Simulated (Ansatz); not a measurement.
**C2H5AlF (SMILES [CH2][Al]([CH3])[F]): UPBE/def2-SVP**

What is the vertical ionisation energy of C2H5AlF at UPBE/def2-SVP? 

The results are computed with Ansatz 0.2.0.

55 further runs of the same task are left out: 1 that didn't finish, 54 set aside as unsound or not needed.

## Step 1: The molecule

C2H5AlF has 9 atoms, charge 0, and is taken as a doublet. SMILES: `[CH2][Al]([CH3])[F]`. The coordinates come from a PBE0-D4/def2-TZVP relaxation. This is one conformer, not always the lowest.

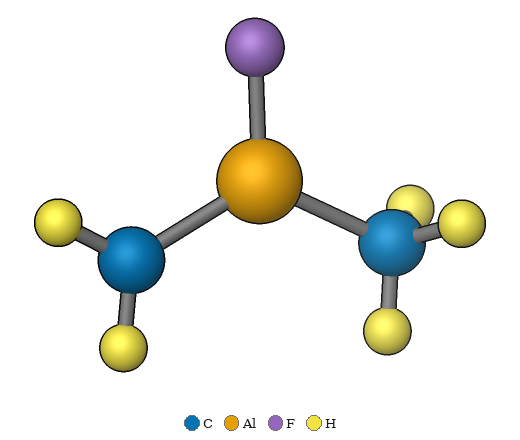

The structure, seen from a chosen angle (carbon blue, aluminium amber, fluorine purple, hydrogen yellow).

## Step 2: A single-point energy at UPBE/def2-SVP

molecule.yaml reads:

```yaml
crystal:
  periodic: [false, false, false]
  atoms:
    - symbol: C
      position_ang: [-0.686400, 1.587500, -0.820000]
    - symbol: Al
      position_ang: [-0.112800, -0.228700, -0.596500]
    - symbol: C
      position_ang: [0.607100, -1.002300, 1.029300]
    - symbol: F
      position_ang: [-0.253200, -1.209400, -1.924700]
    - symbol: H
      position_ang: [-1.086800, 1.989200, -1.748800]
    - symbol: H
      position_ang: [-0.649000, 2.336800, -0.031000]
    - symbol: H
      position_ang: [-0.009300, -1.839800, 1.370600]
    - symbol: H
      position_ang: [1.611200, -1.403400, 0.860100]
    - symbol: H
      position_ang: [0.667900, -0.276300, 1.843700]
basis:
  gaussian:
    orbitals: def2-SVP
accuracy: high
output: {orbitals: {seedname: orbitals}}
hamiltonian:
  xc: {name: PBE}
total_charge: 0
magnetization:
  spin_polarized: true
  initial_magnetization: 1
```

Run with:

```
$ ansatz run molecule.yaml --threads 1 --pin off --max-ram 3480MiB --events-out events.jsonl --progress --plain --runs-dir runs
```

The program printed:

```text
Warning: RAYON_NUM_THREADS=1 ignored (pool sized by the plan → 1); use --threads N
Functional definition: PBE
  name "PBE"
  parameter kappa = 0.804
  parameter beta = 0.06672455060314922
  exchange = pbe_x(kappa = kappa, mu = beta*pi^2/3)
  correlation = pbe_c(beta = beta)
1920 factors; integrals over basis functions are off by at most 7.2e-9 eV
mean field evaluation 1: about -11441.6493 eV, gradient 5.3e1 eV
mean field evaluation 2: about -11423.4199 eV, gradient 7.9e1 eV
mean field evaluation 4: about -11454.5357 eV, gradient 6.0e0 eV
mean field evaluation 8: about -11454.6822 eV, gradient 3.1e-1 eV
mean field evaluation 16: about -11454.6827 eV, gradient 6.1e-5 eV
mean field -11454.68271835 eV, -420.9518256365 hartree, gradient 5.1e-8 eV, S^2 0.752657; 0 other end points of the search recorded, 0 dependent functions left out
reference -11454.68272217 eV, -420.9518257768 hartree; 20, 19 occupied and 65, 66 virtual orbitals, 1920 factors
Total energy: -11454.68272217 eV, -420.9518257768 hartree
```

It took 9.9 s on 1 thread of Arm Neoverse V1, shared host; peak memory 0.28 GiB.

## Step 3: The singlet cation, same level

input.yaml reads:

```yaml
crystal:
  periodic: [false, false, false]
  atoms:
    - {symbol: C, position_ang: [-0.686400, 1.587500, -0.820000]}
    - {symbol: Al, position_ang: [-0.112800, -0.228700, -0.596500]}
    - {symbol: C, position_ang: [0.607100, -1.002300, 1.029300]}
    - {symbol: F, position_ang: [-0.253200, -1.209400, -1.924700]}
    - {symbol: H, position_ang: [-1.086800, 1.989200, -1.748800]}
    - {symbol: H, position_ang: [-0.649000, 2.336800, -0.031000]}
    - {symbol: H, position_ang: [-0.009300, -1.839800, 1.370600]}
    - {symbol: H, position_ang: [1.611200, -1.403400, 0.860100]}
    - {symbol: H, position_ang: [0.667900, -0.276300, 1.843700]}
basis:
  gaussian: {orbitals: def2-SVP}
total_charge: 1
accuracy: high
hamiltonian: {xc: pbe}
output: {orbitals: {seedname: orbitals}}
```

Run with:

```
$ ansatz run input.yaml --threads 1 --pin off --max-ram 3480MiB --events-out events.jsonl --progress --plain --runs-dir runs
```

The program printed:

```text
Warning: RAYON_NUM_THREADS=1 ignored (pool sized by the plan → 1); use --threads N
Functional definition: PBE
  name "PBE"
  parameter kappa = 0.804
  parameter beta = 0.06672455060314922
  exchange = pbe_x(kappa = kappa, mu = beta*pi^2/3)
  correlation = pbe_c(beta = beta)
1919 factors; integrals over basis functions are off by at most 7.2e-9 eV
mean field evaluation 1: about -11424.9238 eV, gradient 9.8e1 eV
mean field evaluation 2: about -11255.4945 eV, gradient 2.6e2 eV
mean field evaluation 4: about -11442.0228 eV, gradient 3.9e1 eV
mean field evaluation 8: about -11423.0476 eV, gradient 5.9e1 eV
mean field evaluation 16: about -11445.0044 eV, gradient 6.7e-2 eV
mean field evaluation 32: about -11444.9960 eV, gradient 4.6e-1 eV
mean field -11445.00460388 eV, -420.5961614899 hartree, gradient 1.9e-8 eV, S^2 0.000000; 3 other end points of the search recorded, 0 dependent functions left out
reference -11445.00460776 eV, -420.5961616324 hartree; 19, 19 occupied and 66, 66 virtual orbitals, 1919 factors
Total energy: -11445.00460776 eV, -420.5961616324 hartree
```

Wall time 11 s (1 thread of Arm Neoverse V1, shared host); peak memory 0.22 GiB.

## Step 4: Results

Level: UPBE/def2-SVP.

```
                                           quantity          value
                      doublet C2H5AlF: total energy  -420.95183 Eh
doublet C2H5AlF: HOMO energy (highest over α and β)       -5.86 eV
 doublet C2H5AlF: LUMO energy (lowest over α and β)       -3.79 eV
                              doublet C2H5AlF: ⟨S²⟩          0.753
                       singlet cation: total energy  -420.59616 Eh
 vertical ionisation energy (to the singlet cation)       9.678 eV
```

The vertical ionisation energy comes to 9.68 eV (934 kJ/mol). Only the singlet of the ionised species was computed; a triplet could lie lower.
